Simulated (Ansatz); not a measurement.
```yaml
atoms:
  - { symbol: Zr, position_ang: [-0.6587, 0.7499, -1.0306] }
  - { symbol: Zr, position_ang: [0.2997, -1.3098, 0.5028] }
  - { symbol: P, position_ang: [1.6722, 0.2456, -0.7152] }
  - { symbol: P, position_ang: [-1.3132, 0.3143, 1.2430] }
```

Geometry: PBE-D4/def2-SVP; core potentials replace the inner electrons of Zr; not at a stationary point (largest force 0.6 eV/Å).

All numbers below come from RKS PBE0-D4/def2-TZVP (Ansatz 0.2.0).

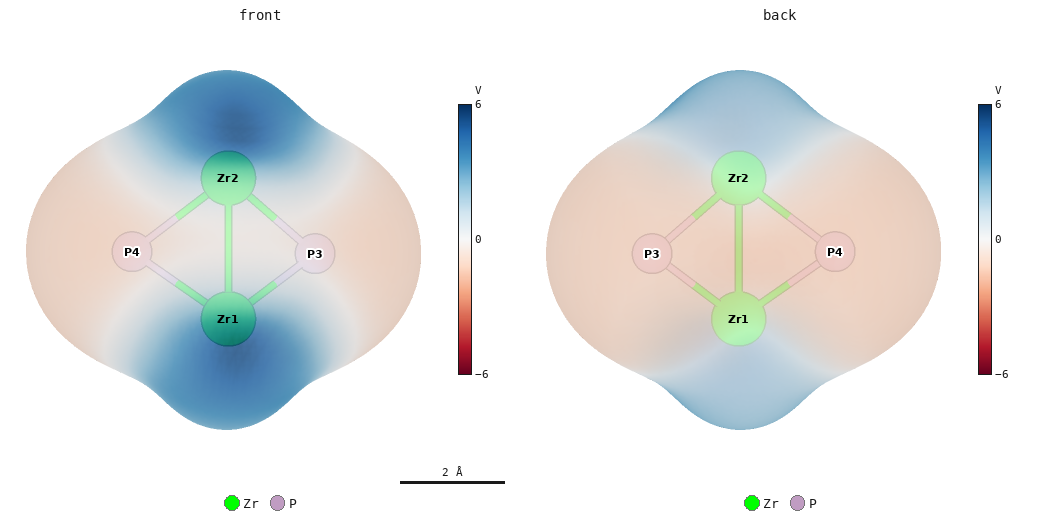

P₂Zr₂. The molecular electrostatic potential painted on the density surface at 0.002 e/bohr³, seen from the front and from behind; the colour scale runs from red (negative) to blue (positive).

### Which sites attract a positive test charge, and which a negative one?

A positive charge is drawn to the negative regions and a negative charge to the positive ones. The most negative region (about −1.4 V) lies over P3 and P4, the most positive (about +5.3 V) over Zr1 and Zr2.
